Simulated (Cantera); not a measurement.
A closed system holds: 1 mol toluene, 15 mol H2, 2.7 mol CO2, equilibrated at 1.00 bar.

These are equilibrium values from Cantera (NASA tables, ideal gas, pure condensed phases), not measurements of a reactor. Candidate condensed phases: C, C6H6, C7H8, C8H18, H2O; 110 gas species. The numbers say what is thermodynamically allowed, not how fast it happens.

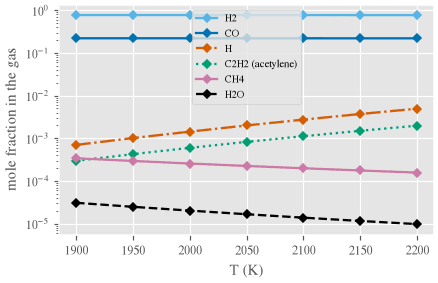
Fig. 1. Equilibrium gas composition (values under 1e-9 drawn at 1e-9)

Q: Read off the mole fractions at 2150 K.

A: H2 about 0.77, CO about 0.22, H about 0.0037, C2H2 (acetylene) about 0.0015, CH4 about 0.00018, H2O about 1.2e-5.
